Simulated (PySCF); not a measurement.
# C$_{4}$H$_{9}$B (SMILES BCC(=C)C): what the fields show

The calculation's input:

```
{"job": {"kind": "nmr", "xc": "BHandHLYP", "basis": "pcSseg-1", "pop": false}, "charge": 0, "multiplicity": 1}
B      1.425014     0.453921     0.113629
C      0.790370    -0.580545    -0.923628
C     -0.376918    -0.037440    -0.197143
C     -0.634644     1.287396    -0.273150
C     -1.088223    -0.921511     0.779782
H      1.624860     0.141265     1.226082
H      1.930786     1.421932    -0.303223
H      0.855485    -0.299093    -1.968025
H      0.913011    -1.650101    -0.805359
H     -0.250275     1.903405    -1.065063
H     -1.368684     1.749961     0.368920
H     -1.666390    -0.343041     1.497524
H     -1.770525    -1.573790     0.232901
H     -0.383867    -1.552359     1.316752
```

Command:

```sh
OMP_NUM_THREADS=1 python ens_run.py task.json out
```

Geometry: GFN2-xTB.

These are results of BHandHLYP/pcSseg-1, SCF density, gas phase, non-relativistic (PySCF 2.14.0), not measurements.

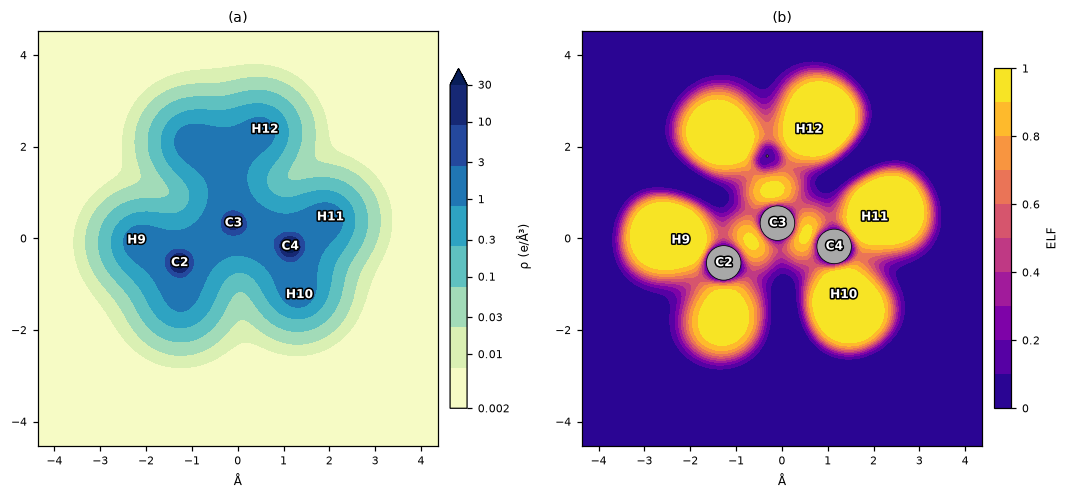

Figure 1. (a) total electron density; (b) electron localisation function on the plane of atoms H10, C4 and H11. Grey discs cover the atomic cores in the ELF map.

Q: Read the bonding off the picture.

A:
- Atoms in the plane: C and H.
- C–C (1.35 Å): ρ at the midpoint is about 2.2 e/Å³; the ELF peaks at about 0.95 between the atoms; localised, covalent bonding.
- C–H (1.07 Å): ρ is about 2.1 e/Å³ halfway; the ELF climbs to about 1 towards the hydrogen, as it does in any bond to H; an ordinary covalent bond to hydrogen.
- C–C (1.48 Å): ρ is about 1.8 e/Å³ halfway; the ELF peaks at about 0.95 between the atoms; a shared electron pair.

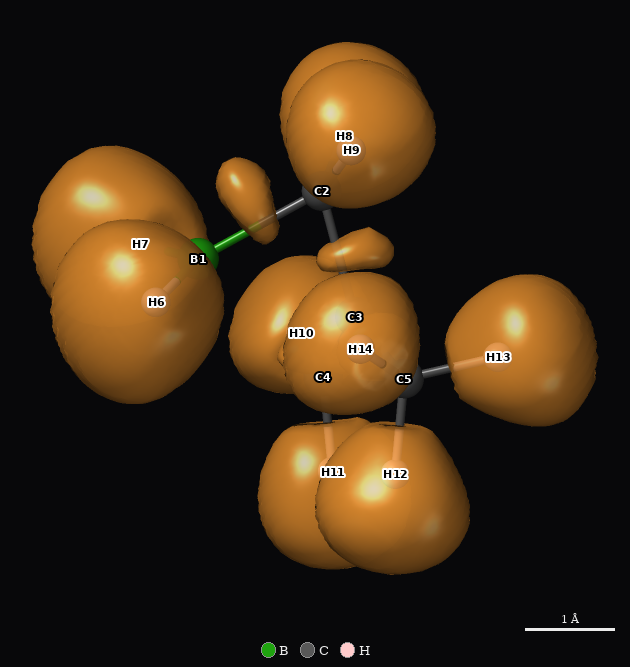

Figure 2. Isosurface of the ELF at 0.85 (orange), seen at an oblique angle. Only the valence region is drawn (cores and ρ < 0.01 e/Å³ removed).

Q: Identify the bonds, lone pairs and shells in this picture.

A: At this value the surface marks out one region between bonded B–C atoms (shared pairs), three regions between bonded C–C atoms (shared pairs) and nine regions around hydrogen nuclei. Profiles from the grid: C–B (1.60 Å): the ELF peaks at about 0.95 between the atoms; localised, covalent bonding.

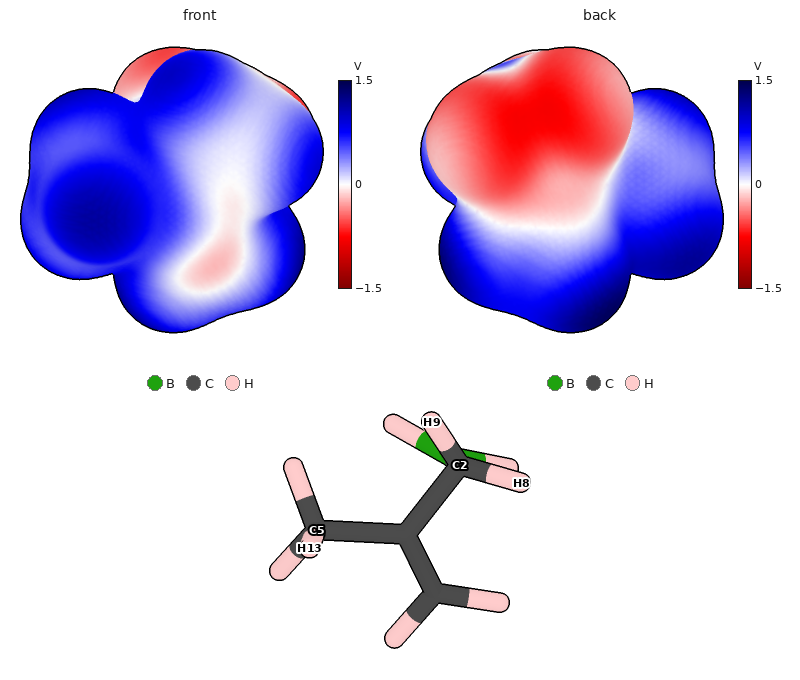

Figure 3. The molecular electrostatic potential painted on the density surface at 0.004 e/bohr³, seen from the front and from behind; the colour scale runs from red (negative) to blue (positive). The bare structure is drawn below in the same view.

Q: Which sites attract a positive test charge, and which a negative one?

A: A positive charge is drawn to the negative regions and a negative charge to the positive ones. The most negative region (about −0.8 V) lies over H6, the most positive (about +1.4 V) over H10 and H11.

Q: What dipole moment does the calculation give?

A: Its dipole moment is 1.94 D.
